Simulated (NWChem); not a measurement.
**One shape, several levels: C3H7F (2-fluoropropane)**

We compute a comparison of 5 runs (B3LYP/cc-pVDZ, BHLYP/cc-pVDZ, CAM-B3LYP/cc-pVDZ, M06-2X/cc-pVDZ, wB97X/cc-pVDZ) of C3H7F (2-fluoropropane). 

The calculation is run with NWChem 7.3.0.

## Step 1: Starting point

C3H7F: 11 atoms, total charge 0, spin state singlet. SMILES: `CC(C)F`. The coordinates come from a PBE0-D4/def2-TZVP relaxation.

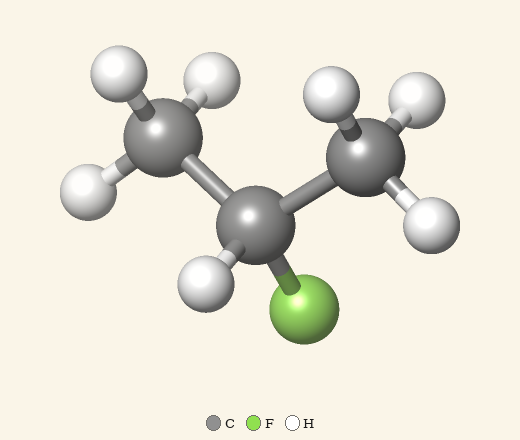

Viewed from a chosen angle; carbon grey, fluorine green, hydrogen white.

## Step 2: Energy and gradient at B3LYP/cc-pVDZ (run 1)

run.py

```python
from ase import Atoms
from ase.calculators.nwchem import NWChem

atoms = Atoms(['C', 'C', 'C', 'F', 'H', 'H', 'H', 'H', 'H', 'H', 'H'], positions=[
    [-0.234500, 1.045100, -0.703000],
    [-0.479600, -0.306600, -0.081300],
    [0.626400, -0.766200, 0.834700],
    [-0.614100, -1.242400, -1.108400],
    [-1.041900, 1.303400, -1.390000],
    [-0.180600, 1.814100, 0.071000],
    [0.707700, 1.043900, -1.256000],
    [-1.436600, -0.307200, 0.453700],
    [1.578500, -0.788700, 0.299400],
    [0.417300, -1.766700, 1.216600],
    [0.722800, -0.085600, 1.683800],
])

calc = NWChem(
    label='c3h7f',
    theory='dft',
    memory='2200 mb',
    basis='cc-pVDZ',
    basispar='spherical bse',
    dft={'xc': 'b3lyp', 'mult': '1', 'grid': 'fine', 'convergence': 'energy 1e-08', 'iterations': '100', 'mulliken': None},
)
atoms.calc = calc

forces = atoms.get_forces()
e = atoms.get_potential_energy()
print(f"E = {e:.6f} eV")
print("forces (eV/A):")
for s, f in zip(atoms.symbols, forces):
    print(f"{s:2s} {f[0]:10.5f} {f[1]:10.5f} {f[2]:10.5f}")
print("dipole (e A):", atoms.get_dipole_moment().round(4))
```

Launch:

```bash
export ASE_NWCHEM_COMMAND="nwchem PREFIX.nwi > PREFIX.nwo"
python run.py
```

Log:

```text
E = -5942.589583 eV
forces (eV/A):
C    -0.02890   -0.00031    0.05759
C     0.01322    0.03749    0.03378
C    -0.04458    0.03677    0.02808
F    -0.03594   -0.31738   -0.35296
H    -0.23238    0.08330   -0.21803
H     0.02144    0.25958    0.21145
H     0.27804    0.01394   -0.18311
H    -0.27449    0.03060    0.19006
H     0.29635   -0.02427   -0.15098
H    -0.04762   -0.30576    0.11318
H     0.05482    0.18605    0.27089
dipole (e A): [0.0557 0.2441 0.2564]
```

The calculator wrote c3h7f.nwi:

```
title "c3h7f"

permanent_dir c3h7f

scratch_dir c3h7f

start c3h7f

geometry units angstrom nocenter noautosym noautoz
  C  -2.3449999999999999e-01 1.0450999999999999e+00 -7.0299999999999996e-01
  C  -4.7960000000000003e-01 -3.0659999999999998e-01 -8.1299999999999997e-02
  C  6.2639999999999996e-01 -7.6619999999999999e-01 8.3470000000000000e-01
  F  -6.1409999999999998e-01 -1.2423999999999999e+00 -1.1084000000000001e+00
  H  -1.0419000000000000e+00 1.3033999999999999e+00 -1.3899999999999999e+00
  H  -1.8060000000000001e-01 1.8141000000000000e+00 7.0999999999999994e-02
  H  7.0770000000000000e-01 1.0439000000000001e+00 -1.2560000000000000e+00
  H  -1.4366000000000001e+00 -3.0719999999999997e-01 4.5369999999999999e-01
  H  1.5785000000000000e+00 -7.8869999999999996e-01 2.9940000000000000e-01
  H  4.1730000000000000e-01 -1.7666999999999999e+00 1.2165999999999999e+00
  H  7.2280000000000000e-01 -8.5599999999999996e-02 1.6838000000000000e+00
end

memory 2200 mb

basis spherical bse noprint
   * library cc-pVDZ
end

dft
  xc b3lyp
  mult 1
  grid fine
  convergence energy 1e-08
  iterations 100
  mulliken
end

task dft gradient
```

c3h7f.nwo:

```text
Northwest Computational Chemistry Package (NWChem) 7.3.0
             --------------------------------------------------------

           Job information
           ---------------

    nwchem branch   = 7.3.0
    use scalapack   = T
    input           = c3h7f.nwi
    prefix          = c3h7f.
    data base       = c3h7f/c3h7f.db
    status          = startup
    nproc           =        1

           Memory information
           ------------------

[... 5 lines left out ...]
    hardfail = no
[... 110 lines left out ...]
  convergence criterion.
[... 42 lines left out ...]
          Spatial weights used:  Erf1
[... 32 lines left out ...]
 1-e energy   =    -557.649805
[... 41 lines left out ...]
           Coulomb energy =      239.458703089042
[... 708 lines left out ...]
          Convergence on density requested:  1.00D-05
[... 28 lines left out ...]
          total energy or number of iterations.
[... 36 lines left out ...]
                 ----------------------------------------
                 |  Time  |  1-e(secs)   |  2-e(secs)   |
                 ----------------------------------------
                 |  CPU   |       0.01   |       3.84   |
                 ----------------------------------------
                 |  WALL  |       0.01   |       3.84   |
                 ----------------------------------------

 Task  times  cpu:       33.3s     wall:       33.3s
 Total times  cpu:       33.3s     wall:       33.3s
```

Wall time 35 s (1 thread of AMD EPYC 7R43 (Zen 3), shared host); peak memory 0.12 GiB.

## Step 3: Energy and forces at BHLYP/cc-pVDZ (run 2)

c3h7f.nw

```
start c3h7f
memory 2200 mb
geometry units angstroms noautosym nocenter noautoz
 C       -0.234500       1.045100      -0.703000
 C       -0.479600      -0.306600      -0.081300
 C        0.626400      -0.766200       0.834700
 F       -0.614100      -1.242400      -1.108400
 H       -1.041900       1.303400      -1.390000
 H       -0.180600       1.814100       0.071000
 H        0.707700       1.043900      -1.256000
 H       -1.436600      -0.307200       0.453700
 H        1.578500      -0.788700       0.299400
 H        0.417300      -1.766700       1.216600
 H        0.722800      -0.085600       1.683800
end
basis spherical bse
 * library cc-pVDZ
end
dft
 xc bhlyp
 grid fine
 convergence energy 1e-08
 maxiter 100
 mulliken
end
task dft gradient
```

Launch:

```bash
nwchem c3h7f.nw > c3h7f.out
```

Log:

```text
[...]
          Wavefunction type:  closed shell.
          No. of atoms     :    11
          No. of electrons :    34
[...]
          Charge           :     0
          Spin multiplicity:     1
[...]
          AO basis - number of functions:    91
[...]
              XC Information
              --------------
                        BHLYP Method XC Functional
                     Hartree-Fock (Exact) Exchange  0.500
                        Slater Exchange Functional  0.500 local
                    Becke 1988 Exchange Functional  0.500 non-local
              Lee-Yang-Parr Correlation Functional  1.000
[...]
 d= 0,ls=0.0,diis     1   -218.2143559628 -3.51D+02  7.43D-03  4.42D-01     5.6
[...]
 d= 0,ls=0.0,diis     8   -218.2704467197 -1.50D-09  5.18D-07  5.27D-09    36.8
         Total DFT energy =     -218.270446719716
      One electron energy =     -561.461339408245
           Coulomb energy =      239.444767816823
    Exchange-Corr. energy =      -29.312483980719
 Nuclear repulsion energy =      133.058608852424
[...]
      Total Density - Mulliken Population Analysis
     ---------------------------------------------
    Atom       Charge   Shell Charges
 -----------   ------   -------------------------------------------------------
    1 C    6     6.02   2.01  0.66  0.35  2.11  0.84  0.05
    2 C    6     5.86   2.01  0.69  0.40  1.99  0.62  0.15
    3 C    6     6.02   2.01  0.66  0.35  2.11  0.84  0.05
    4 F    9     9.30   2.00  0.89  1.02  3.34  2.04  0.01
    5 H    1     0.96   0.75  0.18  0.03
    6 H    1     0.97   0.75  0.20  0.03
    7 H    1     0.97   0.75  0.19  0.03
    8 H    1     0.99   0.77  0.19  0.03
    9 H    1     0.97   0.75  0.19  0.03
   10 H    1     0.96   0.75  0.18  0.03
[...]
  wavefunction    = closed shell
[...]
```

Run time: 47 s. Hardware: 1 thread of AMD EPYC 7R43 (Zen 3), shared host; peak memory 0.11 GiB.

Runs 3 to 4 aren't shown in full; the table further down has their settings and results.

## Step 4: Energy and gradient at wB97X/cc-pVDZ (run 5)

work.nw

```
start work
memory stack 880 mb heap 220 mb global 1100 mb
charge 0

geometry units angstroms noautosym nocenter noautoz
  C     -0.234500     1.045100    -0.703000
  C     -0.479600    -0.306600    -0.081300
  C      0.626400    -0.766200     0.834700
  F     -0.614100    -1.242400    -1.108400
  H     -1.041900     1.303400    -1.390000
  H     -0.180600     1.814100     0.071000
  H      0.707700     1.043900    -1.256000
  H     -1.436600    -0.307200     0.453700
  H      1.578500    -0.788700     0.299400
  H      0.417300    -1.766700     1.216600
  H      0.722800    -0.085600     1.683800
end

basis spherical bse
  * library cc-pVDZ
end

dft
  xc wb97x
  grid fine
  convergence energy 1e-08
  maxiter 100
  mulliken
  print medium
end

task dft gradient
```

Launch:

```bash
nwchem work.nw > work.out
```

Log:

```text
[...]
          Wavefunction type:  closed shell.
          No. of atoms     :    11
          No. of electrons :    34
[...]
          Charge           :     0
          Spin multiplicity:     1
[...]
          AO basis - number of functions:    91
[...]
              XC Information
              --------------
                       wb97x  Method XC Functional
                     Hartree-Fock (Exact) Exchange  1.000
                         wb97x Exchange Functional  1.000
                      wb97x Correlation Functional  1.000
[...]
 d= 0,ls=0.0,diis     1   -218.2744035392 -3.51D+02  7.68D-03  5.04D-01    12.9
[...]
 d= 0,ls=0.0,diis     8   -218.3329499800 -5.23D-09  9.69D-07  4.69D-09    99.3
         Total DFT energy =     -218.332949980022
      One electron energy =     -561.427701271137
           Coulomb energy =      239.383534886904
    Exchange-Corr. energy =      -29.347392448214
 Nuclear repulsion energy =      133.058608852424
[...]
      Total Density - Mulliken Population Analysis
     ---------------------------------------------
    Atom       Charge   Shell Charges
 -----------   ------   -------------------------------------------------------
    1 C    6     6.03   2.01  0.65  0.35  2.13  0.85  0.04
    2 C    6     5.90   2.01  0.68  0.42  2.01  0.65  0.14
    3 C    6     6.03   2.01  0.65  0.35  2.13  0.85  0.04
    4 F    9     9.25   2.01  0.89  1.00  3.33  2.02  0.01
    5 H    1     0.96   0.74  0.18  0.03
    6 H    1     0.97   0.74  0.20  0.03
    7 H    1     0.96   0.74  0.19  0.03
    8 H    1     0.99   0.77  0.19  0.03
    9 H    1     0.96   0.74  0.19  0.03
   10 H    1     0.96   0.74  0.18  0.03
[...]
  wavefunction    = closed shell
[...]
```

Run time: 2.4 min. Hardware: 1 thread of AMD EPYC 7R43 (Zen 3), shared host; peak memory 0.11 GiB.

## Step 5: Overview of the runs

| run | level | energy (Eh) | dipole moment (D) | HOMO energy (eV) | LUMO energy (eV) | wall time |
| --- | --- | --- | --- | --- | --- | --- |
| 1 | B3LYP/cc-pVDZ | -218.386141 | 1.72 | -8.68 | 1.60 | 35 s |
| 2 | BHLYP/cc-pVDZ | -218.270447 | 1.89 | -10.58 | 2.64 | 47 s |
| 3 | CAM-B3LYP/cc-pVDZ | -218.284645 | 1.77 | -10.40 | 2.82 | 2.2 min |
| 4 | M06-2X/cc-pVDZ | -218.286858 | 1.81 | -10.48 | 2.74 | 57 s |
| 5 | wB97X/cc-pVDZ | -218.332950 | 1.78 | -11.43 | 4.07 | 2.4 min |

## Step 6: Outcome

| quantity | value |
| --- | --- |
| run 5: total energy | -218.33295 Eh |
| run 5: dipole moment | 1.78 D |
| run 5: HOMO energy | -11.43 eV |
| run 5: LUMO energy | 4.07 eV |
| run 5: HOMO–LUMO gap | 15.51 eV |
| run 5: largest force on an atom | 0.298 eV/Å |

In words: The dipole moment (its size) runs from 1.72 D (B3LYP/cc-pVDZ) to 1.89 D (BHLYP/cc-pVDZ). The HOMO–LUMO gap runs from 10.28 eV (B3LYP/cc-pVDZ) to 15.51 eV (wB97X/cc-pVDZ). Totals of different functionals can't be ranked against each other. All runs together took 7 min, the longest 2.4 min.
